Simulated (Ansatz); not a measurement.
The figure comes from a scan of Bi$_{2}$Se$_{3}$ (Bi2Te3 type, space group R-3m): one Se atom of a 5-atom cell moves by s towards the nearest neighbour, with its periodic images. Computed with PBE-D3(BJ) (plane waves to 420 eV, PAW, scalar-relativistic; Ansatz, a program for electronic structure). k mesh 8×8×8 (Γ-centred), Fermi-Dirac smearing 0.05 eV. The energy includes the smearing's −TS. Bi2Se3 was relaxed with its symmetry unable to fall. Spin-orbit coupling is left out, though Bi is heavy. ΔE is measured from the undisplaced structure.

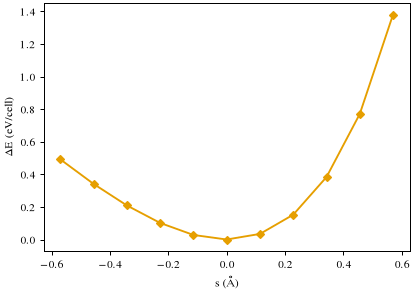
Fig. 1. ΔE (eV/cell) against s (Å); markers are the computed points, lines only join them.

Q: Turn the plot into a table (rounded to what can be read).

A: To the nearest 0.02:

```
s (Å)   ΔE (eV/cell)
------  ------------
-0.570          0.50
-0.456          0.34
-0.342          0.20
-0.228          0.10
-0.114          0.02
0.000           0.00
0.114           0.04
0.228           0.16
0.342           0.38
0.456           0.78
0.570           1.38
```

(A displaced cell: forces are minus the slopes of the energy, force constants its curvatures, and phonons follow from these.)
